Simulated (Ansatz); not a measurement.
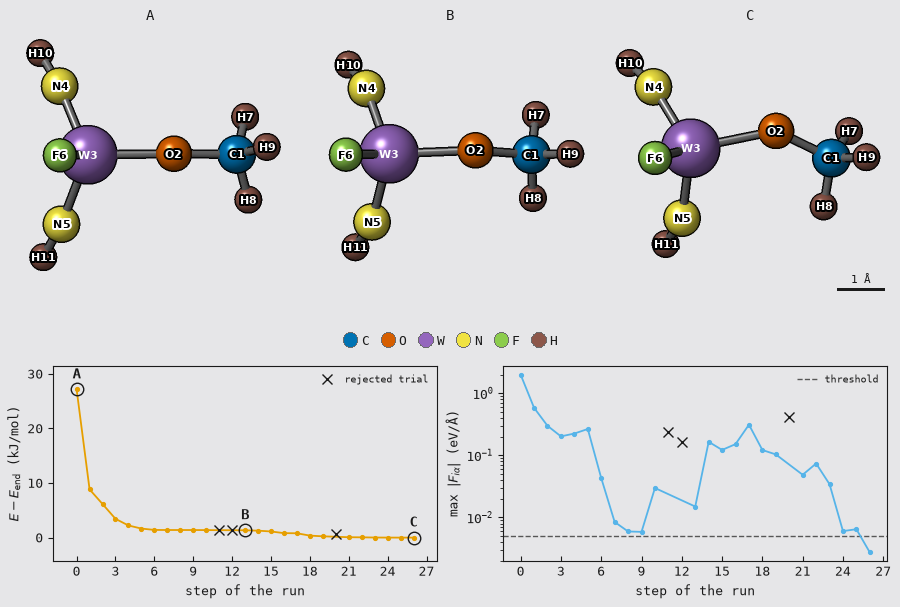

Frames of a relaxation of CH₅FN₂OW, marked on the history of the run. Style: ball-and-stick. Shown face on.

The start comes from GFN2-xTB.

These are results of RKS PBE0-D4/def2-TZVP in Ansatz 0.2.0, not measurements.

Input
```yaml
crystal:
  periodic: [false, false, false]
  atoms:
    - {symbol: C, position_ang: [-0.139110, -1.287440, 1.659530]}
    - {symbol: O, position_ang: [-0.181790, -0.131560, 0.873670]}
    - {symbol: W, position_ang: [-0.060690, 0.963710, -0.610540]}
    - {symbol: N, position_ang: [1.631080, 1.073180, -1.189350]}
    - {symbol: N, position_ang: [-1.156130, 0.399410, -1.911450]}
    - {symbol: F, position_ang: [-0.641890, 2.681490, 0.019760]}
    - {symbol: H, position_ang: [0.849840, -1.763350, 1.566160]}
    - {symbol: H, position_ang: [-0.917060, -1.993560, 1.330950]}
    - {symbol: H, position_ang: [-0.313040, -1.029440, 2.712640]}
    - {symbol: H, position_ang: [2.521360, 1.050150, -1.689780]}
    - {symbol: H, position_ang: [-1.592580, 0.037400, -2.761600]}
basis:
  gaussian: {orbitals: def2-TZVP}
hamiltonian: {xc: pbe0, dispersion: d4}
relax: {f_tol: 0.005, max_steps: 150}
```

Command:
```bash
ansatz run in.yaml --threads 4 --pin off --events-out ev --progress --plain --max-ram 11315MiB
```

### What happens along the run?

Over 23 accepted moves (26 points after the start) the energy falls by 27.1 kJ/mol. Largest force component: 2 eV/Å at the start, 0.0027 eV/Å at the end. The line search rejected the trial steps at points 11, 12, 20 of the run. The largest moves after the best rigid fit, 0.56 Å, are those of H8 and H11. Largest moves by element: H 0.56 Å, O 0.49 Å, N 0.46 Å, W 0.18 Å, C 0.14 Å, F 0.12 Å. Among the contacts that change: W3–N4 1.791 → 1.745 Å, W3–F6 1.920 → 1.879 Å, O2–W3 1.849 → 1.870 Å, N4–H10 1.022 → 1.006 Å. Bond angles that change, for instance: C1–O2–W3 159.9° → 136.7°, W3–N5–H11 167.6° → 153.0°, W3–N4–H10 168.5° → 160.6°. Groups turn about O2–W3 by about 55°, C1–O2 by about 50°. From step 0 to 13: H8 moves most (0.37 Å), energy −25.8 kJ/mol. From step 13 to 26: O and H atoms move most (0.46 Å), energy −1.34 kJ/mol.

```json
{"step": "0", "E − E(0), kJ/mol": "0.00", "largest force component, eV/Å": "1.9952", "note": ""}
{"step": "1", "E − E(0), kJ/mol": "-18.31", "largest force component, eV/Å": "0.5832", "note": ""}
{"step": "2", "E − E(0), kJ/mol": "-20.99", "largest force component, eV/Å": "0.2994", "note": ""}
{"step": "3", "E − E(0), kJ/mol": "-23.70", "largest force component, eV/Å": "0.2023", "note": ""}
{"step": "4", "E − E(0), kJ/mol": "-24.92", "largest force component, eV/Å": "0.2248", "note": ""}
{"step": "5", "E − E(0), kJ/mol": "-25.48", "largest force component, eV/Å": "0.2660", "note": ""}
{"step": "6", "E − E(0), kJ/mol": "-25.74", "largest force component, eV/Å": "0.0431", "note": ""}
{"step": "7", "E − E(0), kJ/mol": "-25.75", "largest force component, eV/Å": "0.0085", "note": ""}
{"step": "8", "E − E(0), kJ/mol": "-25.75", "largest force component, eV/Å": "0.0060", "note": ""}
{"step": "9", "E − E(0), kJ/mol": "-25.75", "largest force component, eV/Å": "0.0059", "note": ""}
{"step": "10", "E − E(0), kJ/mol": "-25.76", "largest force component, eV/Å": "0.0298", "note": ""}
{"step": "11", "E − E(0), kJ/mol": "-25.70", "largest force component, eV/Å": "0.2341", "note": "rejected"}
{"step": "12", "E − E(0), kJ/mol": "-25.66", "largest force component, eV/Å": "0.1637", "note": "rejected"}
{"step": "13", "E − E(0), kJ/mol": "-25.80", "largest force component, eV/Å": "0.0150", "note": ""}
{"step": "14", "E − E(0), kJ/mol": "-25.87", "largest force component, eV/Å": "0.1655", "note": ""}
{"step": "15", "E − E(0), kJ/mol": "-26.02", "largest force component, eV/Å": "0.1224", "note": ""}
{"step": "16", "E − E(0), kJ/mol": "-26.32", "largest force component, eV/Å": "0.1518", "note": ""}
{"step": "17", "E − E(0), kJ/mol": "-26.35", "largest force component, eV/Å": "0.3121", "note": ""}
{"step": "18", "E − E(0), kJ/mol": "-26.78", "largest force component, eV/Å": "0.1220", "note": ""}
{"step": "19", "E − E(0), kJ/mol": "-26.90", "largest force component, eV/Å": "0.1036", "note": ""}
{"step": "20", "E − E(0), kJ/mol": "-26.56", "largest force component, eV/Å": "0.4189", "note": "rejected"}
{"step": "21", "E − E(0), kJ/mol": "-27.07", "largest force component, eV/Å": "0.0487", "note": ""}
{"step": "22", "E − E(0), kJ/mol": "-27.09", "largest force component, eV/Å": "0.0740", "note": ""}
{"step": "23", "E − E(0), kJ/mol": "-27.12", "largest force component, eV/Å": "0.0344", "note": ""}
{"step": "24", "E − E(0), kJ/mol": "-27.14", "largest force component, eV/Å": "0.0060", "note": ""}
{"step": "25", "E − E(0), kJ/mol": "-27.14", "largest force component, eV/Å": "0.0065", "note": ""}
{"step": "26", "E − E(0), kJ/mol": "-27.14", "largest force component, eV/Å": "0.0027", "note": ""}
```
